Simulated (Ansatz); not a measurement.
**[BH4]− (borohydride) at 6 levels**

Wanted: a comparison of 6 runs (HF/3-21G, CAM-B3LYP/6-31G, r2SCAN/3-21G, wB97X/6-31G, CCSDT/3-21G, CCSD/3-21G) of [BH4]− (borohydride). 

Program for the calculation: Ansatz 0.2.0.

5 further runs of the same task are left out: 4 that didn't finish, 1 set aside as unsound or not needed.

**1. Starting point**

[BH4]−: 5 atoms, total charge -1, spin state singlet. SMILES: `[BH4-]`. The H2–B1 distance was set to 3.070 Å, away from the relaxed value. At this shape a bond of the SMILES string is far longer than usual.

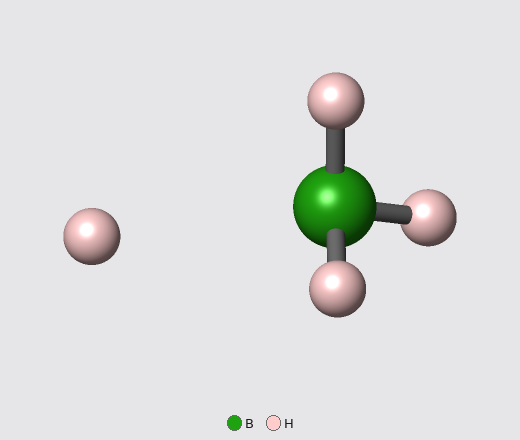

The structure, seen from a chosen angle (boron green, hydrogen pink).

**2. A single-point energy at HF/3-21G (run 1)**

The input, run.yaml:

```yaml
crystal:
  periodic: [false, false, false]
  atoms:
    - {symbol: B, position_ang: [-1.025238, -1.495087, -0.326809]}
    - {symbol: H, position_ang: [0.683660, 0.997010, 0.217690]}
    - {symbol: H, position_ang: [-0.298998, -2.483747, -0.393769]}
    - {symbol: H, position_ang: [-1.625748, -1.355557, -1.390059]}
    - {symbol: H, position_ang: [-1.835028, -1.643637, 0.586151]}
basis:
  gaussian: {orbitals: 3-21G.json}
hamiltonian: {xc: hf}
total_charge: -1
accuracy: high
```

The basis set 3-21G is read from a file made from the Basis Set Exchange's data (not shown).

The run is started by

```
ansatz run run.yaml --threads 1 --pin off --max-ram 2610MiB --events-out events.jsonl --progress --plain --runs-dir runs
```

Standard output:

```text
Warning: RAYON_NUM_THREADS=1 ignored (pool sized by the plan → 1); use --threads N
Functional definition: HF
  name "HF"
  exchange = exact_x
  correlation = 0
333 factors; integrals over basis functions are off by at most 4.6e-9 eV
mean field evaluation 1: about -723.8059 eV, gradient 1.8e1 eV
mean field evaluation 2: about -723.7974 eV, gradient 1.7e1 eV
mean field evaluation 4: about -725.6002 eV, gradient 1.2e0 eV
mean field evaluation 8: about -725.6076 eV, gradient 9.5e-4 eV
mean field -725.60756380 eV, -26.6655861352 hartree, gradient 3.8e-8 eV, S^2 0.000000; 0 other end points of the search recorded, 0 dependent functions left out
reference -725.60756380 eV, -26.6655861352 hartree; 5, 5 occupied and 12, 12 virtual orbitals, 333 factors
Total energy: -725.60756380 eV, -26.6655861352 hartree
```

Run time: 0.1 s. Hardware: 1 thread of Intel Xeon Platinum 8259CL at 2.50GHz (Skylake/Cascade Lake), shared host.

**3. A single-point energy at CAM-B3LYP/6-31G (run 2)**

The input, in.yaml:

```yaml
crystal:
  periodic: [false, false, false]
  atoms:
    - symbol: B
      position_ang: [-1.025238, -1.495087, -0.326809]
    - symbol: H
      position_ang: [0.683660, 0.997010, 0.217690]
    - symbol: H
      position_ang: [-0.298998, -2.483747, -0.393769]
    - symbol: H
      position_ang: [-1.625748, -1.355557, -1.390059]
    - symbol: H
      position_ang: [-1.835028, -1.643637, 0.586151]
basis:
  gaussian: {orbitals: 6-31G}
total_charge: -1
hamiltonian: {xc: {name: CAM-B3LYP}}
accuracy: high
```

The run is started by

```
ansatz run in.yaml --threads 1 --pin off --max-ram 2610MiB --events-out events.jsonl --progress --plain --runs-dir runs
```

Standard output:

```text
Warning: RAYON_NUM_THREADS=1 ignored (pool sized by the plan → 1); use --threads N
Functional definition: CAM-B3LYP
  name "CAM-B3LYP"
  parameter alpha = 0.19
  parameter beta = 0.46
  parameter omega = 0.33/bohr
  parameter ac = 0.81
  exchange = (1 - alpha - beta)*b88_x + beta*b88_x_sr(omega) + alpha*exact_x + beta*exact_x_lr(omega)
  correlation = (1 - ac)*vwn5_c + ac*lyp_c
408 factors; integrals over basis functions are off by at most 4.5e-9 eV
195 factors; integrals over basis functions are off by at most 1.4e-9 eV
mean field evaluation 1: about -734.7358 eV, gradient 1.6e1 eV
mean field evaluation 2: about -730.3025 eV, gradient 3.4e1 eV
mean field evaluation 4: about -736.6375 eV, gradient 2.4e-1 eV
mean field evaluation 8: about -736.6243 eV, gradient 1.7e-3 eV
mean field evaluation 16: about -736.6243 eV, gradient 3.9e-8 eV
mean field -736.62431393 eV, -27.0704442349 hartree, gradient 3.9e-8 eV, S^2 0.000000; 0 other end points of the search recorded, 0 dependent functions left out
reference -736.62432872 eV, -27.0704447784 hartree; 5, 5 occupied and 12, 12 virtual orbitals, 408 factors
Total energy: -736.62432872 eV, -27.0704447784 hartree
```

It took 1.5 s on 1 thread of Intel Xeon Platinum 8259CL at 2.50GHz (Skylake/Cascade Lake), shared host; peak memory 0.099 GiB.

**4. A single-point energy at r2SCAN/3-21G (run 3)**

Changes to in.yaml since step 3:

```diff
@@ -14,5 +14,5 @@
 basis:
-  gaussian: {orbitals: 6-31G}
+  gaussian: {orbitals: 3-21G.json}
 total_charge: -1
-hamiltonian: {xc: {name: CAM-B3LYP}}
 accuracy: high
+hamiltonian: {xc: {name: r2SCAN}}
```

The basis set 3-21G is read from a file made from the Basis Set Exchange's data (not shown).

The run is started by

```
ansatz run in.yaml --threads 1 --pin off --max-ram 2610MiB --events-out events.jsonl --progress --plain --runs-dir runs
```

Standard output:

```text
Warning: RAYON_NUM_THREADS=1 ignored (pool sized by the plan → 1); use --threads N
Functional definition: r2SCAN
  name "r2SCAN"
  parameter k0 = 0.174
  parameter k1 = 0.065
  parameter a1 = 4.9479
  exchange = r2scan_x(k0 = k0, k1 = k1, a1 = a1)
  correlation = r2scan_c
333 factors; integrals over basis functions are off by at most 4.6e-9 eV
mean field evaluation 1: about -730.7271 eV, gradient 1.5e1 eV
mean field evaluation 2: about -714.7470 eV, gradient 4.2e1 eV
mean field evaluation 4: about -732.3789 eV, gradient 8.4e0 eV
mean field evaluation 8: about -732.3463 eV, gradient 8.5e0 eV
mean field evaluation 16: about -732.7832 eV, gradient 8.6e-9 eV
mean field -732.78315269 eV, -26.9292841631 hartree, gradient 1.2e-8 eV, S^2 0.000000; 0 other end points of the search recorded, 0 dependent functions left out
reference -732.78315312 eV, -26.9292841789 hartree; 5, 5 occupied and 12, 12 virtual orbitals, 333 factors
Total energy: -732.78315312 eV, -26.9292841789 hartree
```

It took 1.9 s on 1 thread of Intel Xeon Platinum 8259CL at 2.50GHz (Skylake/Cascade Lake), shared host; peak memory 0.12 GiB.

Runs 4 to 5 aren't shown in full; the table further down has their settings and results.

**5. The energy at CCSD/3-21G (run 6)**

The input, molecule.yaml:

```yaml
crystal:
  periodic: [false, false, false]
  atoms:
    - {symbol: B, position_ang: [-1.025238, -1.495087, -0.326809]}
    - {symbol: H, position_ang: [0.683660, 0.997010, 0.217690]}
    - {symbol: H, position_ang: [-0.298998, -2.483747, -0.393769]}
    - {symbol: H, position_ang: [-1.625748, -1.355557, -1.390059]}
    - {symbol: H, position_ang: [-1.835028, -1.643637, 0.586151]}
basis:
  gaussian:
    orbitals: 3-21G.json
accuracy: high
total_charge: -1
correlation:
  method: ccsd
  frozen_orbitals: {B: 1, H: 0}
scf:
  omitted_lower_state_checks: [cluster_reference, increment]
```

The basis set 3-21G is read from a file made from the Basis Set Exchange's data (not shown).

The run is started by

```
ansatz run molecule.yaml --threads 1 --pin off --max-ram 2610MiB --events-out events.jsonl --progress --plain --runs-dir runs
```

Standard output (excerpt; [...] marks lines left out):

```text
Warning: RAYON_NUM_THREADS=1 ignored (pool sized by the plan → 1); use --threads N
Functional definition: HF
  name "HF"
[...]
333 factors; integrals over basis functions are off by at most 4.6e-9 eV
[...]
mean field -725.60756380 eV, -26.6655861352 hartree, gradient 3.8e-8 eV, S^2 0.000000; 0 other end points of the search recorded, 0 dependent functions left out; unrestricted orbitals would lower it
1 core orbitals not correlated: weight in the atoms' cores, before any rotation towards them, 1.000 or more for the frozen orbitals, at most 0.000 for the correlated occupied ones
reference -725.60756380 eV, -26.6655861352 hartree; 4, 4 occupied and 12, 12 virtual orbitals, 333 factors
second order -2.14055242 eV of doubles, -0.00000000 eV of singles
cycle   1  -2.54769669 eV  change   -4.1e-1 eV  update   1.3e-1
[...]
cycle  20  -3.12438147 eV  change  -5.9e-11 eV  update  9.9e-10
Total energy: -728.73194528 eV, -26.7804050366 hartree
Checks for a lower state left out: cluster_reference, increment
```

Run time: 0.22 s. Hardware: 1 thread of Intel Xeon Platinum 8259CL at 2.50GHz (Skylake/Cascade Lake), shared host.

**6. All runs side by side**

| run | level | frozen core orbitals | energy (Eh) | wall time |
| --- | --- | --- | --- | --- |
| 1 | HF/3-21G | – | -26.665586 | 0.1 s |
| 2 | CAM-B3LYP/6-31G | – | -27.070445 | 1.5 s |
| 3 | r2SCAN/3-21G | – | -26.929284 | 1.9 s |
| 4 | wB97X/6-31G | – | -27.081406 | 4.5 s |
| 5 | CCSDT/3-21G | 1 | -26.786110 | 0.44 s |
| 6 | CCSD/3-21G | 1 | -26.780405 | 0.22 s |

**7. What came out**

| quantity | value |
| --- | --- |
| run 6: total energy | -26.78041 Eh |
| run 6: correlation energy (1 core orbital frozen) | -114.8 mEh |
| run 6: T1 diagnostic | 0.088 |

Below the HF energy at the same shape and in the same basis (3-21G): CCSDT -120.5 mEh; CCSD -114.8 mEh. Totals of different functionals can't be ranked against each other. In run 6 the T1 diagnostic is large, so a single reference may not serve. In runs 5, 6 the log says that unrestricted orbitals would lower the reference, so the values rest on an unstable closed-shell determinant (other closed-shell runs at this shape may share the fault). All runs together took 8.7 s, the longest 4.5 s.
